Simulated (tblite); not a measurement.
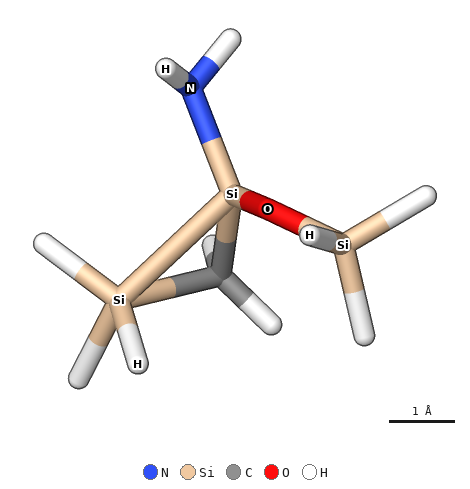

**Figure 1.** The starting structure (stick view, seen at a tilt).

# Run report: CH₁₀NOSi₃ (charge −1), saddle-point search

- system: CH₁₀NOSi₃, charge −1
- method: GFN2-xTB saddle search (eigenvector following) and harmonic vibrations, gas phase (tblite 0.8.0)

### Log
```
step      E/eV     max force
  0    -532.84208   3.6513
  1    -533.23727   2.8410
  2    -533.54841   2.1109
  3    -533.84255   1.6495
  4    -534.04989   1.2643
  5    -534.19501   1.0226
  6    -534.41628   0.6522
  7    -534.59113   0.4092
  8    -534.73151   0.3276
  9    -534.85398   0.3679
 10    -534.93355   0.5186
 11    -535.00376   0.3960
 12    -535.05281   0.3487
 13    -535.09151   0.1984
 14    -535.10972   0.2575
 15    -535.12623   0.1398
 16    -535.13979   0.1584
 17    -535.14965   0.2467
 18    -535.15960   0.5066
 19    -535.15661   0.0772
 20    -535.16267   0.2025
 21    -535.15877   0.0471
 22    -535.16130   0.0433
 23    -535.16475   0.0522
 24    -535.16814   0.0563
 25    -535.17169   0.0482
 26    -535.17608   0.0477
 27    -535.18271   0.1312
 28    -535.17888   0.0351
 29    -535.18256   0.0504
 30    -535.18670   0.0886
 31    -535.19043   0.0445
 32    -535.19596   0.0852
 33    -535.19222   0.0260
 34    -535.19458   0.0294
 35    -535.19683   0.0346
 36    -535.19898   0.0249
 37    -535.20182   0.0465
 38    -535.20441   0.0551
 39    -535.20768   0.0948
 40    -535.21032   0.0562
 41    -535.21314   0.0640
 42    -535.21544   0.1183
 43    -535.21398   0.0287
 44    -535.21495   0.0309
 45    -535.21577   0.0345
 46    -535.21663   0.0171
 47    -535.21708   0.0571
 48    -535.21693   0.0058
 49    -535.21713   0.0175
 50    -535.21715   0.0022
lowest wavenumbers (cm-1): -44.2 34.1 70.8 90.1 125.4 192.9
```

### Trajectory as extended XYZ (Å, eV, eV/Å), 12 frames, from step=0 to step=50
```
16
Properties=species:S:1:pos:R:3:forces:R:3 step=0 energy=-532.84208
N     0.5789    2.2189    0.5750   -0.8990   0.2910   0.5710
Si   -0.0376    0.5759    0.4277    3.0600  -0.8120  -1.8190
C     0.4243   -0.7798    1.6785   -1.0630   0.2470   0.6640
Si    1.7773   -1.0194    0.3424   -0.0140   0.0100   0.0120
O    -0.8723    0.4552   -1.0498   -1.0970   0.2470   0.5810
Si   -2.1758   -0.0550   -1.8148   -0.0020  -0.0090  -0.0140
H     0.0256    2.9147    1.0779    0.0020   0.0010   0.0030
H     0.7845    2.5989   -0.3359    0.0060   0.0100  -0.0060
H    -0.3141   -1.5677    1.8331    0.0260   0.0140  -0.0040
H     0.7160   -0.3964    2.6544   -0.0160  -0.0110  -0.0110
H     2.9664   -0.1433    0.5846    0.0040   0.0070   0.0080
H     2.5738   -2.2707    1.0014   -0.0030  -0.0040  -0.0070
H     1.3059   -1.9144   -0.7659   -0.0030   0.0040  -0.0010
H    -3.4237    0.6429   -1.4270   -0.0030   0.0110   0.0090
H    -1.9262    0.2224   -3.2336    0.0020  -0.0030   0.0150
H    -2.4028   -1.4822   -1.5481    0.0010  -0.0020  -0.0010
16
Properties=species:S:1:pos:R:3:forces:R:3 step=4 energy=-534.04989
N     0.6479    2.2684    0.5629   -0.3460   0.1250   0.1130
Si    0.2721    0.5888    0.1835    0.9120  -0.0670  -0.8730
C     0.3430   -0.6970    1.5919   -0.0790   0.1550  -0.0560
Si    1.8248   -1.1080    0.4027   -0.1640  -0.1730   0.2670
O    -1.0334    0.5248   -0.9442   -0.3290   0.1450   0.4850
Si   -2.2085   -0.1195   -1.7705    0.0520   0.0300   0.0270
H     0.0761    2.8708    1.1527   -0.0780  -0.1540  -0.0750
H     0.8838    2.7639   -0.2891   -0.0990   0.1070   0.2450
H    -0.4137   -1.4783    1.6782    0.0250   0.1640  -0.0890
H     0.6211   -0.3708    2.5915   -0.0230   0.0550  -0.0400
H     2.9341   -0.1377    0.7294    0.0490  -0.2060  -0.0990
H     2.6419   -2.3002    0.9445   -0.0180  -0.1440   0.1310
H     1.1848   -1.9513   -0.6783    0.2870  -0.0140  -0.0060
H    -3.4848    0.4860   -1.3417   -0.1190  -0.0420  -0.0120
H    -1.9854    0.2416   -3.1837   -0.0500  -0.0460  -0.0110
H    -2.3038   -1.5815   -1.6296   -0.0180   0.0650  -0.0070
16
Properties=species:S:1:pos:R:3:forces:R:3 step=9 energy=-534.85398
N     0.6288    2.2876    0.5662   -0.1400   0.0630  -0.0770
Si    0.5014    0.6323   -0.1009    0.0280   0.2150  -0.0160
C     0.3472   -0.5810    1.4103    0.1310   0.0030  -0.1540
Si    1.8851   -1.2782    0.5479   -0.0980  -0.2160   0.0610
O    -1.1234    0.6012   -0.8245    0.0330   0.0880   0.1650
Si   -2.2397   -0.0853   -1.6804   -0.0390   0.0210  -0.0710
H    -0.1391    2.7141    1.0896    0.1480  -0.2590  -0.2050
H     0.9176    2.9365   -0.1624   -0.1830  -0.0370   0.3170
H    -0.4731   -1.3026    1.4332    0.0250   0.1320  -0.0980
H     0.5372   -0.2563    2.4350    0.0010   0.1070  -0.1180
H     3.0145   -0.3506    0.6713    0.1210  -0.0940  -0.1280
H     2.5287   -2.4786    1.2614   -0.1730   0.0170   0.1290
H     1.5301   -1.9577   -0.7158    0.2360   0.0210   0.0950
H    -3.5545    0.3488   -1.1645   -0.0590  -0.0150   0.0030
H    -2.1639    0.3271   -3.1055   -0.0070  -0.0080   0.0870
H    -2.1971   -1.5573   -1.6610   -0.0250  -0.0390   0.0110
16
Properties=species:S:1:pos:R:3:forces:R:3 step=13 energy=-535.09151
N     0.5764    2.3026    0.6497   -0.0620   0.0800  -0.0750
Si    0.5849    0.7471   -0.2282   -0.0630   0.1680   0.0490
C     0.4153   -0.4866    1.2535    0.0410  -0.0550  -0.0660
Si    1.9067   -1.3896    0.5576    0.0090  -0.0240   0.0630
O    -1.1256    0.7035   -0.8429   -0.0130  -0.0590  -0.0610
Si   -2.2181   -0.0889   -1.6387    0.0590   0.0080   0.0240
H    -0.2263    2.5033    1.2456    0.1010  -0.0920  -0.1320
H     0.7189    3.1027    0.0418   -0.0970  -0.0930   0.1460
H    -0.4740   -1.1229    1.2777    0.0570   0.0640  -0.0350
H     0.5885   -0.1029    2.2607   -0.0010   0.0160  -0.0200
H     3.1138   -0.5563    0.5099   -0.0080  -0.0730   0.0180
H     2.3526   -2.5608    1.4112   -0.0520   0.0290   0.0000
H     1.6434   -2.0208   -0.7373    0.0400  -0.0270   0.0030
H    -3.5575    0.4077   -1.2387    0.0270  -0.0110   0.0130
H    -2.0936    0.1177   -3.1045   -0.0240  -0.0150   0.0770
H    -2.2052   -1.5558   -1.4173   -0.0150   0.0830  -0.0030
16
Properties=species:S:1:pos:R:3:forces:R:3 step=18 energy=-535.15960
N     0.5733    2.2617    0.6118   -0.0590   0.0450  -0.0110
Si    0.6842    0.7731   -0.3630   -0.0370   0.0280   0.0380
C     0.3979   -0.5181    1.0491    0.0160  -0.0150   0.0070
Si    1.9951   -1.4103    0.6569   -0.0170   0.0120   0.0010
O    -0.9704    0.7605   -1.1054   -0.3780  -0.2730  -0.1980
Si   -2.2535   -0.0220   -1.5752    0.3590   0.2690   0.1210
H    -0.2391    2.3247    1.2236    0.0520  -0.0140  -0.0570
H     0.6076    3.1150    0.0673   -0.0220  -0.0660   0.0410
H    -0.4721   -1.1670    0.9107    0.0530   0.0300   0.0010
H     0.3751   -0.1375    2.0756   -0.0030  -0.0140  -0.0480
H     3.1784   -0.5492    0.7623   -0.0310  -0.0290   0.0090
H     2.2954   -2.5389    1.6084   -0.0100   0.0070  -0.0190
H     1.9799   -2.0605   -0.6583    0.0110   0.0100   0.0340
H    -3.4798    0.5190   -0.9333    0.0500   0.0110  -0.0010
H    -2.4241    0.1220   -3.0431    0.0000   0.0040   0.0780
H    -2.2480   -1.4725   -1.2873    0.0160  -0.0040   0.0030
16
Properties=species:S:1:pos:R:3:forces:R:3 step=22 energy=-535.16130
N     0.5877    2.2400    0.5868   -0.0190   0.0210  -0.0030
Si    0.6692    0.7435   -0.3741    0.0090   0.0050   0.0000
C     0.4021   -0.5263    1.0587    0.0080  -0.0050  -0.0010
Si    2.0105   -1.4023    0.6829   -0.0090  -0.0020   0.0030
O    -0.9933    0.7341   -1.0956    0.0040  -0.0160  -0.0400
Si   -2.2776   -0.0062   -1.5920    0.0070   0.0150   0.0130
H    -0.1968    2.3062    1.2309   -0.0040  -0.0050  -0.0190
H     0.5980    3.0868    0.0341   -0.0160  -0.0140   0.0120
H    -0.4556   -1.1911    0.9319    0.0050   0.0040  -0.0090
H     0.3722   -0.1284    2.0773   -0.0030  -0.0050  -0.0120
H     3.1791   -0.5226    0.7570    0.0030  -0.0060   0.0140
H     2.3336   -2.5010    1.6594   -0.0100  -0.0060  -0.0020
H     1.9962   -2.0884   -0.6123    0.0100   0.0040   0.0040
H    -3.4957    0.4949   -0.9048    0.0330   0.0040   0.0130
H    -2.4664    0.2344   -3.0421   -0.0140  -0.0010   0.0220
H    -2.2631   -1.4735   -1.3982   -0.0030   0.0070   0.0060
16
Properties=species:S:1:pos:R:3:forces:R:3 step=27 energy=-535.18271
N     0.5946    2.1979    0.5471   -0.0130   0.0120  -0.0120
Si    0.6990    0.7165   -0.4352    0.0020  -0.0010   0.0060
C     0.3734   -0.5672    0.9731    0.0090  -0.0210   0.0180
Si    2.0400   -1.3848    0.7410   -0.0250   0.0170  -0.0120
O    -0.9258    0.7280   -1.2306   -0.1010  -0.0700  -0.0460
Si   -2.2911    0.0313   -1.5542    0.1000   0.0700   0.0180
H    -0.2072    2.2548    1.1705   -0.0110  -0.0030  -0.0150
H     0.6201    3.0536    0.0085   -0.0130  -0.0170   0.0100
H    -0.4461   -1.2630    0.7703    0.0420   0.0270   0.0050
H     0.2379   -0.1751    1.9875    0.0030  -0.0250  -0.0560
H     3.1653   -0.4592    0.9008   -0.0200  -0.0190   0.0070
H     2.3212   -2.4662    1.7472   -0.0050  -0.0030  -0.0030
H     2.1587   -2.0729   -0.5500    0.0070   0.0180   0.0340
H    -3.4082    0.5238   -0.7086    0.0310   0.0090   0.0090
H    -2.6483    0.3234   -2.9623   -0.0050   0.0040   0.0320
H    -2.2832   -1.4411   -1.4051   -0.0010   0.0010   0.0030
16
Properties=species:S:1:pos:R:3:forces:R:3 step=31 energy=-535.19043
N     0.5491    2.2186    0.5513   -0.0200  -0.0040   0.0000
Si    0.7253    0.7437   -0.4312    0.0010   0.0040   0.0040
C     0.3793   -0.5545    0.9591    0.0030  -0.0020  -0.0030
Si    2.0285   -1.4012    0.7304    0.0050  -0.0020   0.0030
O    -0.8678    0.7085   -1.2841   -0.0260  -0.0300  -0.0200
Si   -2.2542    0.0266   -1.5336    0.0340   0.0250   0.0070
H    -0.2766    2.2543    1.1448   -0.0030  -0.0050  -0.0190
H     0.5750    3.0768    0.0176   -0.0130  -0.0020  -0.0020
H    -0.4506   -1.2326    0.7468    0.0050   0.0010  -0.0030
H     0.2464   -0.1699    1.9746    0.0000  -0.0010  -0.0030
H     3.1662   -0.4994    0.9279   -0.0020  -0.0060   0.0080
H     2.2740   -2.5108    1.7147   -0.0020  -0.0010  -0.0010
H     2.1554   -2.0599   -0.5727    0.0080   0.0010   0.0050
H    -3.3374    0.5605   -0.6700    0.0220   0.0080   0.0090
H    -2.6503    0.2803   -2.9376   -0.0060   0.0080   0.0160
H    -2.2621   -1.4410   -1.3380   -0.0060   0.0060   0.0000
16
Properties=species:S:1:pos:R:3:forces:R:3 step=36 energy=-535.19898
N     0.4895    2.2141    0.5480   -0.0130  -0.0040  -0.0020
Si    0.7477    0.7482   -0.4306    0.0010   0.0030   0.0020
C     0.3943   -0.5658    0.9436    0.0030  -0.0010  -0.0010
Si    2.0464   -1.4105    0.7319    0.0030  -0.0010   0.0020
O    -0.8099    0.6620   -1.3382   -0.0110  -0.0200  -0.0100
Si   -2.2388    0.0491   -1.5166    0.0170   0.0090   0.0090
H    -0.3600    2.2203    1.1077   -0.0080  -0.0050  -0.0120
H     0.5060    3.0737    0.0162   -0.0110  -0.0020  -0.0050
H    -0.4325   -1.2433    0.7182    0.0030  -0.0010  -0.0010
H     0.2494   -0.1873    1.9596    0.0010  -0.0010  -0.0020
H     3.1783   -0.5103    0.9680    0.0010  -0.0030   0.0060
H     2.2727   -2.5366    1.7010    0.0000  -0.0020   0.0010
H     2.2020   -2.0455   -0.5796    0.0060   0.0000   0.0030
H    -3.2731    0.6844   -0.6619    0.0200   0.0040   0.0050
H    -2.6501    0.2519   -2.9238   -0.0060   0.0100   0.0080
H    -2.3220   -1.4044   -1.2435   -0.0050   0.0120  -0.0020
16
Properties=species:S:1:pos:R:3:forces:R:3 step=40 energy=-535.21032
N     0.3870    2.2036    0.5249   -0.0230  -0.0130   0.0000
Si    0.7770    0.7456   -0.4257   -0.0100   0.0200   0.0110
C     0.4235   -0.5813    0.9377    0.0010   0.0010   0.0000
Si    2.0766   -1.4271    0.7427    0.0040  -0.0020   0.0020
O    -0.7258    0.5723   -1.4041   -0.0450  -0.0330  -0.0070
Si   -2.2126    0.0884   -1.4969    0.0350   0.0210   0.0230
H    -0.4953    2.1618    1.0312    0.0150  -0.0070  -0.0200
H     0.3777    3.0556   -0.0197   -0.0060  -0.0070  -0.0030
H    -0.4026   -1.2582    0.7069    0.0010  -0.0010   0.0000
H     0.2721   -0.2033    1.9528    0.0010   0.0000   0.0010
H     3.2025   -0.5296    1.0175    0.0010  -0.0010   0.0020
H     2.2831   -2.5696    1.6962    0.0010   0.0000   0.0000
H     2.2616   -2.0382   -0.5761    0.0030   0.0000   0.0020
H    -3.1536    0.8330   -0.6219    0.0220  -0.0090  -0.0080
H    -2.6629    0.2920   -2.8914   -0.0010   0.0070   0.0040
H    -2.4084   -1.3450   -1.1742    0.0020   0.0230  -0.0050
16
Properties=species:S:1:pos:R:3:forces:R:3 step=45 energy=-535.21577
N     0.3009    2.1770    0.5082   -0.0090  -0.0040  -0.0010
Si    0.7886    0.7341   -0.4198   -0.0040   0.0050   0.0030
C     0.4484   -0.6041    0.9373    0.0010   0.0000   0.0000
Si    2.1106   -1.4341    0.7507    0.0010   0.0000   0.0010
O    -0.6751    0.4894   -1.4400   -0.0320  -0.0130   0.0000
Si   -2.1998    0.1338   -1.4852    0.0230   0.0050   0.0090
H    -0.5998    2.0936    0.9748    0.0040  -0.0020  -0.0070
H     0.2703    3.0230   -0.0452   -0.0030  -0.0040  -0.0010
H    -0.3710   -1.2886    0.7042    0.0010   0.0000   0.0010
H     0.2906   -0.2275    1.9519    0.0010   0.0000   0.0000
H     3.2235   -0.5270    1.0475    0.0010   0.0000   0.0010
H     2.3180   -2.5842    1.6942    0.0010   0.0000   0.0010
H     2.3183   -2.0283   -0.5723    0.0010   0.0000   0.0010
H    -3.0617    0.9937   -0.6362    0.0130  -0.0070  -0.0060
H    -2.6552    0.3102   -2.8816   -0.0010   0.0040   0.0030
H    -2.5065   -1.2607   -1.0884    0.0010   0.0160  -0.0040
16
Properties=species:S:1:pos:R:3:forces:R:3 step=50 energy=-535.21715
N     0.2480    2.1630    0.4850    0.0000   0.0010  -0.0010
Si    0.7935    0.7231   -0.4155    0.0000   0.0000   0.0000
C     0.4659   -0.6103    0.9504    0.0000   0.0000   0.0000
Si    2.1283   -1.4394    0.7600    0.0000   0.0000   0.0000
O    -0.6485    0.4288   -1.4533   -0.0020  -0.0010   0.0000
Si   -2.1901    0.1571   -1.4827    0.0010   0.0010  -0.0010
H    -0.6593    2.0549    0.9332    0.0000   0.0000   0.0000
H     0.1971    2.9971   -0.0847    0.0000  -0.0010   0.0010
H    -0.3550   -1.2972    0.7294    0.0000   0.0000   0.0000
H     0.3162   -0.2257    1.9631    0.0000   0.0000   0.0000
H     3.2399   -0.5295    1.0544    0.0000   0.0000   0.0000
H     2.3396   -2.5883    1.7039    0.0000   0.0000   0.0000
H     2.3357   -2.0338   -0.5627    0.0000   0.0000   0.0000
H    -2.9972    1.0378   -0.6037    0.0000  -0.0010   0.0000
H    -2.6569    0.3910   -2.8670    0.0010   0.0000   0.0020
H    -2.5572   -1.2285   -1.1099    0.0000   0.0010   0.0000
```

The run was set up as follows.

### Input
```
{"job": {"xc": "GFN2-xTB", "basis": "xTB", "kind": "saddle"}, "charge": -1, "multiplicity": 1}
N      0.578909     2.218855     0.574987
Si    -0.037634     0.575943     0.427685
C      0.424303    -0.779835     1.678525
Si     1.777317    -1.019372     0.342400
O     -0.872316     0.455201    -1.049764
Si    -2.175825    -0.055043    -1.814795
H      0.025585     2.914694     1.077925
H      0.784456     2.598935    -0.335909
H     -0.314115    -1.567677     1.833098
H      0.716008    -0.396403     2.654411
H      2.966440    -0.143348     0.584586
H      2.573764    -2.270700     1.001406
H      1.305875    -1.914383    -0.765863
H     -3.423725     0.642917    -1.426973
H     -1.926199     0.222380    -3.233623
H     -2.402844    -1.482163    -1.548097
```

The first line tells a small driver script what to run in tblite; the rest is the geometry in Å.

Run as:
```bash
OMP_NUM_THREADS=1 python <driver script> task.json out
```

### Results in brief

```csv
quantity,value
outcome,converged
total energy,−535.2171 eV
point group,C1
hardware,"1 CPU thread, shared host"
wall time,13 s
peak memory,0.2 GiB
```
